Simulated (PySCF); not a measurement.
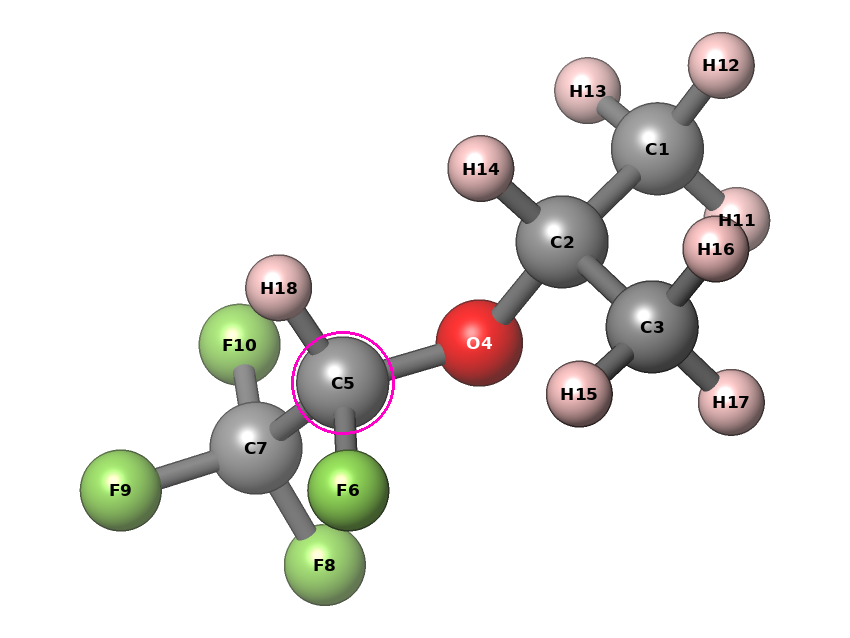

Distant atoms are faded towards the background colour. Circles mark the stereogenic atoms. The geometry was computed by an optimisation with PBE0-D3(BJ)/def2-SVP. No frequency run is at hand to confirm it as a minimum.

### What are the Cahn–Ingold–Prelog descriptors?

C5: R (priorities F6 > O4 > C7 > H18).

### Write the isomeric SMILES.

CC(C)O[C@H](F)C(F)(F)F
